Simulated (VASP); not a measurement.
Band structure of MnF2 (space group P-3m1). All values below come from PBE GGA, VASP's PBE PAW potentials (set 64) (plane waves; VASP 6.6.1).

The moments were started parallel, and other spin orders were not tried in this run.

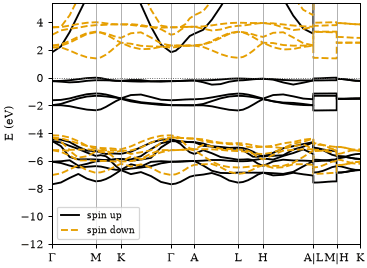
Figure. Bands along high-symmetry lines, zero at the valence-band maximum or, without a gap, the Fermi level

Read the plot: is there a gap, and where are the band edges?

The gap is direct, 1.39 eV, from the valence maximum at M to the conduction minimum at M.

The structure was generated: MnF2 was put into an ordered model structure, which need not be its known phase. The cell was not relaxed at this level.
